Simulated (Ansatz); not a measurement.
**Cl$_{2}$FH$_{3}$OSi$_{2}$: density, localisation and related maps**

Input

```
crystal:
  periodic: [false, false, false]
  atoms:
    - {symbol: O, position_ang: [1.313197, -0.918391, 1.193055]}
    - {symbol: Si, position_ang: [0.208358, -0.954534, -0.024744]}
    - {symbol: Si, position_ang: [-0.481128, 1.252807, -0.355867]}
    - {symbol: F, position_ang: [0.706763, 2.189786, -0.838661]}
    - {symbol: Cl, position_ang: [-1.900727, 1.278890, -1.822797]}
    - {symbol: Cl, position_ang: [-1.255216, 2.085740, 1.333006]}
    - {symbol: H, position_ang: [1.711810, -1.740602, 1.481401]}
    - {symbol: H, position_ang: [0.778629, -1.475474, -1.297540]}
    - {symbol: H, position_ang: [-0.993087, -1.764422, 0.315149]}
basis:
  gaussian: {orbitals: def2-TZVPP}
hamiltonian: {xc: pbe0, dispersion: d4}
output: {orbitals: {seedname: orbitals}}
```

Launched as:

```sh
ansatz run in.yaml --threads 4 --pin off --events-out ev --progress --plain --max-ram 10444MiB
```

Geometry: PBE0-D4/def2-TZVP.

Method: Ansatz 0.2.0, RKS PBE0-D4/def2-TZVPP.

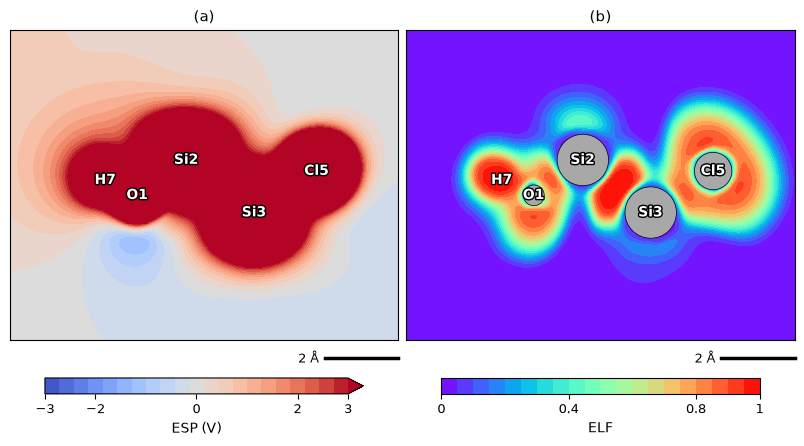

Figure 1. (a) molecular electrostatic potential; (b) electron localisation function on the plane of atoms Si2, O1 and H7. Grey discs cover the atomic cores in the ELF map.

**What does the map show?**

Atoms in the plane: O, Si, Cl and H.
Si–O (1.64 Å): the ELF peaks at about 0.85 between the atoms (a shared but strongly polarised pair).
Si–Cl (2.04 Å): the ELF peaks at about 0.85 between the atoms, as expected for a shared but strongly polarised pair.
Si–Si (2.34 Å): the ELF peaks at about 1 between the atoms: a shared electron pair.
O–H (0.96 Å): the ELF climbs to about 1 towards the hydrogen, as it does in any bond to H; a covalent bond by its length.
The ELF also peaks beside O1 and Cl5, away from the bonds: lone-pair regions.
Outside the dense part of the molecule the potential is most negative (−1.2 V) near O1.

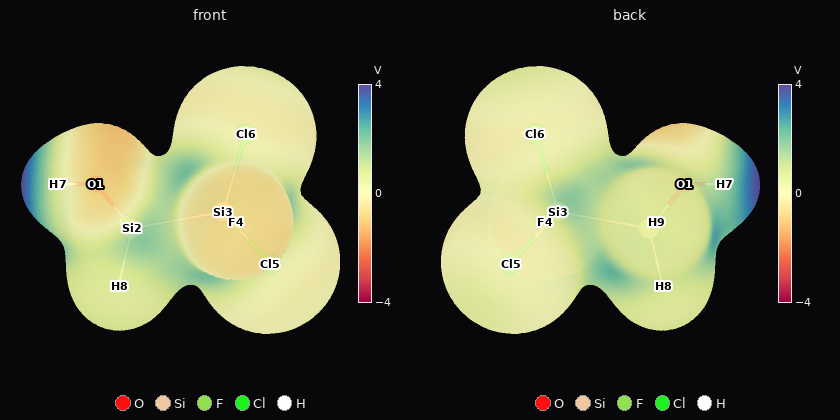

Figure 2. The electrostatic potential painted on the density surface at 0.004 e/bohr³, seen from the front and from behind; the colour scale runs from red (negative) to blue (positive).

**Which sites attract a positive test charge, and which a negative one?**

A positive charge is drawn to the negative regions and a negative charge to the positive ones. The most negative region (about −1.1 V, or −25 kcal/mol for a unit charge) lies over O1, the most positive (about +3.9 V, or +90 kcal/mol for a unit charge) over H7. Cl5 shows a σ-hole: about +0.6 V, or +14 kcal/mol for a unit charge at the tip opposite its bond, against about 0.0 V on its flanks. Cl6 shows a σ-hole: about +0.6 V, or +14 kcal/mol for a unit charge at the tip opposite its bond, against about −0.1 V on its flanks. O1 is the likeliest acceptor of a hydrogen bond.

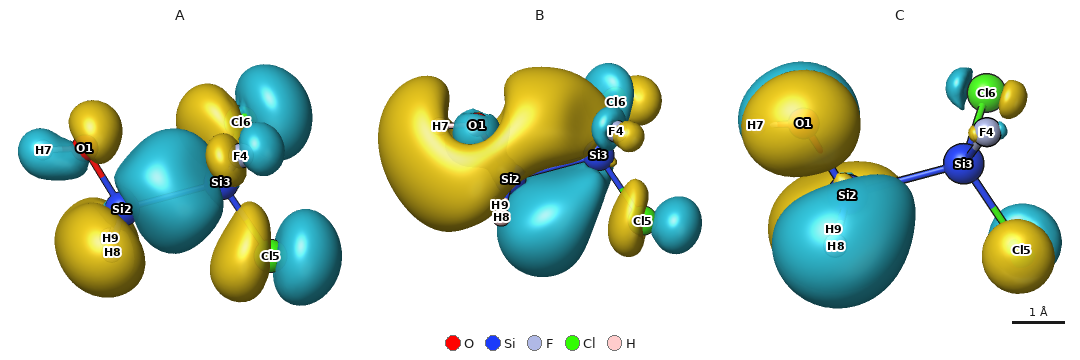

Figure 3. Three frontier orbitals at ±0.06 Å⁻³ᐟ² (yellow and cyan are the two phases), in no order.

**Which picture is the HOMO−1, the HOMO and the LUMO?**

C is the HOMO−1 (−9.24 eV). By Hirshfeld shares it lies mainly on O1 (about 40 %), Si2 (about 20 %), H9 (about 15 %) and H8 (about 15 %). A is the HOMO (−8.56 eV). By Hirshfeld shares it lies mainly on Si2 (about 25 %), Si3 (about 25 %), Cl6 (about 15 %) and Cl5 (about 15 %). B is the LUMO (−0.95 eV). Its weight (Hirshfeld) is mainly on Si2 (about 40 %), Si3 (about 20 %), H7 (about 10 %), O1 (about 10 %) and Cl5 (about 5 %).

**What is the HOMO–LUMO gap?**

7.61 eV between the orbital energies.
